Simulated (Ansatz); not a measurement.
System: ClF₃H₂O₂Ta (doublet).

The calculation's input:

```
crystal:
  periodic: [false, false, false]
  atoms:
    - { symbol: Ta, position_ang: [-0.430874, 0.010096, 0.037833] }
    - { symbol: Cl, position_ang: [3.201011, 0.01634, 0.556931] }
    - { symbol: F, position_ang: [0.414084, -0.137706, 1.732434] }
    - { symbol: F, position_ang: [-0.00704, 0.125223, -1.799128] }
    - { symbol: O, position_ang: [-1.172905, 1.729818, 0.272336] }
    - { symbol: H, position_ang: [-1.964458, 2.256409, 0.479247] }
    - { symbol: F, position_ang: [-0.881779, -1.824716, -0.02997] }
    - { symbol: O, position_ang: [4.624669, -0.179121, -0.261874] }
    - { symbol: H, position_ang: [5.033492, -0.969841, 0.158092] }
magnetization:
  spin_polarized: true
  initial_magnetization: 1
basis:
  gaussian: { orbitals: def2-SVP }
hamiltonian:
  xc: pbe
relax:
  f_tol: 0.03
  max_steps: 50
output:
  orbitals: {}
```

Command:

```sh
ansatz run input.yaml --threads 4 --pin off --max-ram 5120MiB --backend cpu --events-out ev --progress --plain --runs-dir out
```

The fields are those of the run's last geometry, not of the input's.

Core potentials replace the inner electrons of Ta.

These are results of Ansatz, UKS PBE/def2-SVP, not measurements.

### Predict the electron density, electron localisation function and spin density between the atoms.

Ta–O (1.88 Å): ρ at the midpoint is about 1 e/Å³; the ELF peaks at about 0.80 in the valence shell of O, 0.5 Å from its nucleus, and drops to about 0.25 between the two atoms.
Ta–F (1.88 Å): ρ is about 1 e/Å³ halfway; the ELF peaks at about 0.85 in the valence shell of F, 0.5 Å from its nucleus, and drops to about 0.25 between the two atoms.
Ta–Cl (2.58 Å): ρ is about 0.36 e/Å³ halfway; the ELF peaks at about 0.85 in the valence shell of Cl, 0.8 Å from its nucleus, and is about 0.30 at the midpoint.
O–H (0.97 Å): the density is about 3.6 e/Å³ at the midpoint; the ELF climbs to about 1 towards the hydrogen, as it does in any bond to H (a covalent bond by its length).
The unpaired spin (1 electron) lies mostly on Cl2 (about 0.5) and O8 (about 0.5), in electrons by Hirshfeld's partition.

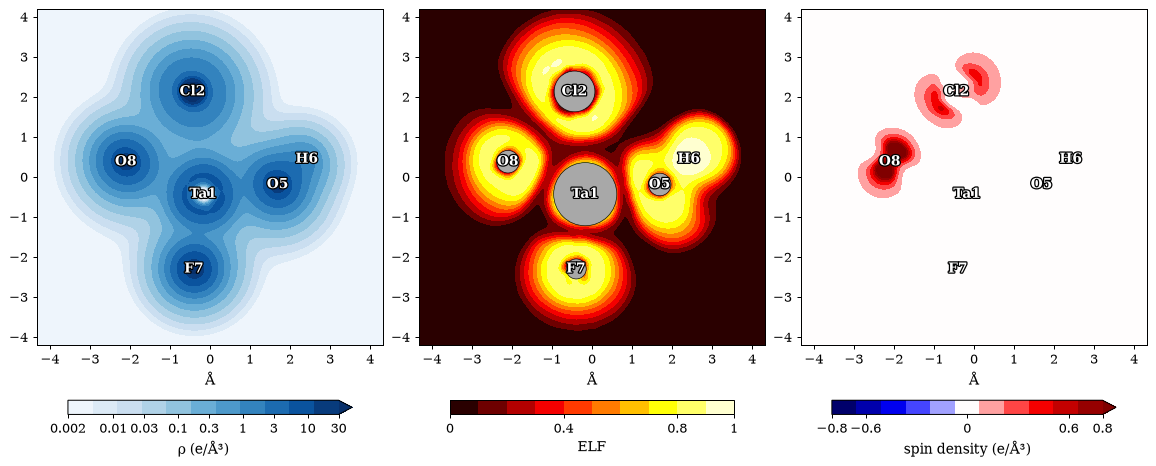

Computed electron density, electron localisation function and spin density on the plane of atoms Cl2, Ta1 and O8, in this order. Grey discs cover the atomic cores in the ELF map. 
